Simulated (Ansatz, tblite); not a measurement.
# Ge(SMe)H3 (CH₆GeS): which spin state is lowest

Is the singlet the ground state of Ge(SMe)H3 (CH₆GeS)? Other spin states are computed and compared level by level.

The runs use Ansatz 0.2.0, Gaussian basis; as each input shows.

Levels to be run: triplet, at the geometry of the singlet (GFN1-xTB, GFN2-xTB, PBE0-D4/def2-TZVP, PBE-D4/def2-TZVP, r2SCAN-D4/def2-TZVP); the singlet's energies come from earlier runs.

### 1 The structure

The singlet was relaxed beforehand with PBE-D4/def2-SVP.

9 atoms, charge 0, spin multiplicity 1.

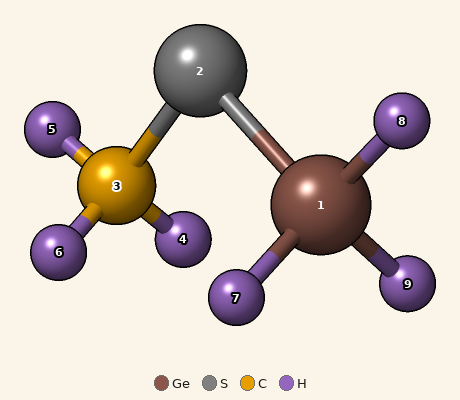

The structure; germanium brown, sulfur grey, carbon amber, hydrogen purple; atoms are numbered from 1 in the order of the file.

### 2 Triplet at the fixed geometry, GFN1-xTB

Tight binding, by tblite at 300 K electronic temperature and without a spin-polarisation term:

```python
tblite.interface.Calculator('GFN1-xTB', numbers, positions, charge=0, uhf=2).singlepoint()
```

Energy -286.6467 eV; 0.004 s.

### 3 Triplet at the fixed geometry, GFN2-xTB

Tight binding, by tblite at 300 K electronic temperature and without a spin-polarisation term:

```python
tblite.interface.Calculator('GFN2-xTB', numbers, positions, charge=0, uhf=2).singlepoint()
```

Energy -277.3930 eV; 0.003 s.

### 4 Triplet at the fixed geometry, PBE0-D4/def2-TZVP

in.yaml reads:

```yaml
crystal:
  periodic: [false, false, false]
  atoms:
    - {symbol: Ge, position_ang: [-0.381158, 0.848200, -1.233615]}
    - {symbol: S, position_ang: [-0.461943, 0.795446, 1.001882]}
    - {symbol: C, position_ang: [0.363659, -0.817977, 1.294103]}
    - {symbol: H, position_ang: [-0.201073, -1.655571, 0.838622]}
    - {symbol: H, position_ang: [0.385936, -0.962122, 2.391316]}
    - {symbol: H, position_ang: [1.405300, -0.821229, 0.916102]}
    - {symbol: H, position_ang: [1.093382, 0.837614, -1.727765]}
    - {symbol: H, position_ang: [-1.086100, 2.160700, -1.651674]}
    - {symbol: H, position_ang: [-1.118002, -0.385062, -1.828981]}
basis:
  gaussian: {orbitals: def2-TZVP}
magnetization: {spin_polarized: true, initial_magnetization: 2}
hamiltonian: {xc: pbe0, dispersion: d4}
scf: {omitted_lower_state_checks: [starts]}
output: {orbitals: {seedname: orbitals}}
```

Command:

```
$ ansatz run in.yaml --threads 2 --pin off --events-out ev --progress --plain --max-ram 4352MiB
```

The program printed:

```text
Functional definition: PBE0
  name "PBE0"
  cite "Adamo & Barone, J. Chem. Phys. 110, 6158 (1999) doi:10.1063/1.478522"
  cite "Perdew, Burke & Ernzerhof, Phys. Rev. Lett. 77, 3865 (1996) doi:10.1103/PhysRevLett.77.3865"
  parent pbe
  parameter a = 0.25
  parameter kappa = 0.804
  parameter beta = 0.06672455060314922
  exchange = (1 - a)*pbe_x(kappa = kappa, mu = beta*pi^2/3) + a*exact_x
  correlation = pbe_c(beta = beta)
these checks for a lower state are left out or cut short: starts
1116 factors; their error is unknown
mean field evaluation 1: about -68466.1385 eV, gradient 3.6e1 eV
mean field evaluation 2: about -68457.6919 eV, gradient 5.0e1 eV
mean field evaluation 4: about -68471.9700 eV, gradient 3.2e0 eV
mean field evaluation 8: about -68472.0766 eV, gradient 3.9e-1 eV
mean field evaluation 16: about -68472.3746 eV, gradient 4.7e-3 eV
mean field -68472.37457083 eV, -2516.3133532357 hartree, gradient 2.4e-5 eV, S^2 2.007683; 0 other end points of the search recorded, 0 dependent functions left out
reference -68472.37460355 eV, -2516.3133544382 hartree; 31, 29 occupied and 121, 123 virtual orbitals, 1116 factors
Total energy: -68472.52195556 eV, -2516.3187695244 hartree
Checks for a lower state left out: starts
```

Run time: 2.5 s. Hardware: 2 threads of AMD EPYC 9R45, shared host.

HOMO -2.17 eV, LUMO -4.96 eV (over both spins; with the spin held, an empty level of the minority spin lies below the top filled one); ⟨S²⟩ 2.008 (pure: 2.00).

### 5 Triplet at the fixed geometry, PBE-D4/def2-TZVP

start.molden holds the orbitals of an earlier run on this state, given as this run's starting guess.

in.yaml: that of step 4 with these lines changed.

```diff
@@ -13,5 +13,5 @@
 basis:
-  gaussian: {orbitals: def2-TZVP}
+  gaussian: {orbitals: def2-TZVP, initial_orbitals: start.molden}
 magnetization: {spin_polarized: true, initial_magnetization: 2}
-hamiltonian: {xc: pbe0, dispersion: d4}
+hamiltonian: {xc: pbe, dispersion: d4}
 scf: {omitted_lower_state_checks: [starts]}
```

Same command.

The program printed:

```text
Functional definition: PBE
  name "PBE"
  cite "Perdew, Burke & Ernzerhof, Phys. Rev. Lett. 77, 3865 (1996) doi:10.1103/PhysRevLett.77.3865"
  parent pbe
  parameter kappa = 0.804
  parameter beta = 0.06672455060314922
  exchange = pbe_x(kappa = kappa, mu = beta*pi^2/3)
  correlation = pbe_c(beta = beta)
these checks for a lower state are left out or cut short: starts
1063 factors; their error is unknown
mean field evaluation 1: about -68469.7923 eV, gradient 8.2e0 eV
mean field evaluation 2: about -68469.9151 eV, gradient 2.1e-1 eV
mean field evaluation 4: about -68469.8940 eV, gradient 8.6e-3 eV
mean field -68469.89401930 eV, -2516.2221946483 hartree, gradient 3.6e-5 eV, S^2 2.003899; 0 other end points of the search recorded, 0 dependent functions left out
reference -68469.89406116 eV, -2516.2221961866 hartree; 31, 29 occupied and 121, 123 virtual orbitals, 1063 factors
Total energy: -68470.06872774 eV, -2516.2286150651 hartree
Checks for a lower state left out: starts
```

Run time: 1.4 s. Hardware: 2 threads of AMD EPYC 9R45, shared host.

From the report: HOMO -1.47 eV, LUMO -5.99 eV (over both spins; with the spin held, an empty level of the minority spin lies below the top filled one); ⟨S²⟩ 2.004 (pure: 2.00).

### 6 Triplet at the fixed geometry, r2SCAN-D4/def2-TZVP

in.yaml: that of step 5 with these lines changed.

```diff
@@ -15,3 +15,3 @@
 magnetization: {spin_polarized: true, initial_magnetization: 2}
-hamiltonian: {xc: pbe, dispersion: d4}
+hamiltonian: {xc: r2scan, dispersion: d4}
 scf: {omitted_lower_state_checks: [starts]}
```

The command is unchanged.

The program printed:

```text
Functional definition: r2SCAN
  name "r2SCAN"
  cite "Furness, Kaplan, Ning, Perdew & Sun, J. Phys. Chem. Lett. 11, 8208 (2020) doi:10.1021/acs.jpclett.0c02405"
  cite "Furness, Kaplan, Ning, Perdew & Sun, J. Phys. Chem. Lett. 11, 9248 (2020) doi:10.1021/acs.jpclett.0c03077"
  parent r2scan
  parameter k0 = 0.174
  parameter k1 = 0.065
  parameter a1 = 4.9479
  exchange = r2scan_x(k0 = k0, k1 = k1, a1 = a1)
  correlation = r2scan_c
these checks for a lower state are left out or cut short: starts
1063 factors; their error is unknown
mean field evaluation 1: about -68483.0466 eV, gradient 5.7e0 eV
mean field evaluation 2: about -68483.0953 eV, gradient 8.6e-2 eV
mean field evaluation 4: about -68483.0735 eV, gradient 1.9e-3 eV
mean field evaluation 8: about -68483.0735 eV, gradient 6.4e-5 eV
mean field -68483.07352669 eV, -2516.7065326115 hartree, gradient 2.8e-5 eV, S^2 2.009428; 0 other end points of the search recorded, 0 dependent functions left out
reference -68483.07354085 eV, -2516.7065331319 hartree; 31, 29 occupied and 121, 123 virtual orbitals, 1063 factors
Total energy: -68483.11430438 eV, -2516.7080311637 hartree
Checks for a lower state left out: starts
```

It took 3.3 s on 2 threads of AMD EPYC 9R45, shared host.

From the report: HOMO -1.56 eV, LUMO -5.68 eV (over both spins; with the spin held, an empty level of the minority spin lies below the top filled one); ⟨S²⟩ 2.009 (pure: 2.00).

### 7 Triplet less singlet, vertical

The singlet's energies are those of its earlier runs, whose logs aren't repeated here.

| level | triplet less singlet, vertical (kJ/mol) | time |
| --- | --- | --- |
| GFN1-xTB | +534.9 | 0.009 s |
| GFN2-xTB | +482.3 | 0.006 s |
| PBE-D4/def2-TZVP | +450.3 | 2.2 s |
| r2SCAN-D4/def2-TZVP | +460.3 | 4.9 s |
| PBE0-D4/def2-TZVP | +469.6 | 3.9 s |

Times add the two runs; a level without a time comes out of a correlated run. Tight binding without a spin term can't rank spin states.

### 8 Results

| quantity | value |
| --- | --- |
| triplet less singlet, vertical, functionals in def2-TZVP | +450.3 (PBE-D4) to +469.6 kJ/mol (PBE0-D4) |

In words: All functionals put the triplet above the singlet, over a spread of 19.3 kJ/mol. The checks for a lower triplet were left out, so another state of that spin may lie lower. These are electronic energies, without zero-point motion, entropy or surroundings.
